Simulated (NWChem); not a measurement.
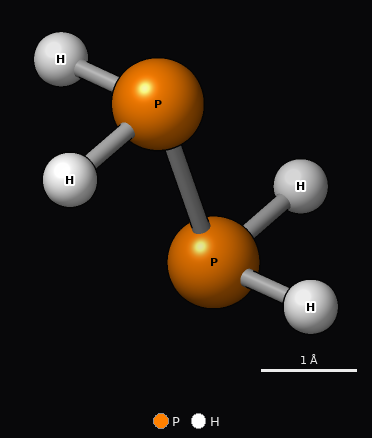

Figure 1. The input geometry (ball-and-stick view, seen at a tilt).

P₂H₄: energy and gradient calculation

- system: P₂H₄, SMILES PP
- method: HF/3-21G, RHF (NWChem 7.3.0)

The geometry comes from this level: PBE0-D4/def2-TZVP.

Input
```python
from ase import Atoms
from ase.calculators.nwchem import NWChem

mol = Atoms('PPHHHH', positions=[
    [0.365100, -1.048800, -0.082300],
    [-0.365200, 1.049100, 0.078100],
    [-0.497000, -1.521600, 0.945000],
    [-0.572100, -1.392900, -1.094900],
    [0.502800, 1.524600, -0.942900],
    [0.566400, 1.389600, 1.097000],
])

calc = NWChem(
    label='run',
    theory='scf',
    memory='2200 mb',
    basis='3-21G',
    basispar='spherical bse',
    scf={'nopen': '0', 'rhf': None, 'thresh': '1e-08', 'maxiter': '80', 'print': 'low'},
)
mol.calc = calc

forces = mol.get_forces()
e = mol.get_potential_energy()
print(f"E = {e:.6f} eV")
print("forces (eV/A):")
for s, f in zip(mol.symbols, forces):
    print(f"{s:2s} {f[0]:10.5f} {f[1]:10.5f} {f[2]:10.5f}")
```

File run.nwi
```
title "run"

permanent_dir run

scratch_dir run

start run

geometry units angstrom nocenter noautosym noautoz
  P  3.6509999999999998e-01 -1.0488000000000000e+00 -8.2299999999999998e-02
  P  -3.6520000000000002e-01 1.0490999999999999e+00 7.8100000000000003e-02
  H  -4.9700000000000000e-01 -1.5216000000000001e+00 9.4499999999999995e-01
  H  -5.7210000000000005e-01 -1.3929000000000000e+00 -1.0949000000000000e+00
  H  5.0280000000000002e-01 1.5246000000000000e+00 -9.4289999999999996e-01
  H  5.6640000000000001e-01 1.3895999999999999e+00 1.0970000000000000e+00
end

memory 2200 mb

basis spherical bse noprint
   * library 3-21G
end

scf
  nopen 0
  rhf
  thresh 1e-08
  maxiter 80
  print low
end

task scf gradient
```

Launched with:
```bash
export ASE_NWCHEM_COMMAND="nwchem PREFIX.nwi > PREFIX.nwo"
python run.py
```

Log
```
E = -18511.092980 eV
forces (eV/A):
P     0.00561   -1.76835   -0.11436
P    -0.00704    1.76753    0.11483
H     0.16666   -0.16635    0.12485
H     0.15709   -0.14794   -0.15637
H    -0.16584    0.16650   -0.12557
H    -0.15643    0.14861    0.15658
```

Results in brief

```json
{"quantity": "outcome", "value": "converged"}
{"quantity": "total energy", "value": "−680.270125 hartree"}
{"quantity": "basis functions", "value": "34"}
{"quantity": "largest force", "value": "1.772 eV/Å"}
{"quantity": "hardware", "value": "1 thread of Intel Xeon @ 2.90GHz (Ice Lake), 16 GiB of memory available, shared host"}
{"quantity": "wall time", "value": "1.9 s"}
{"quantity": "peak memory", "value": "0.099 GiB"}
```
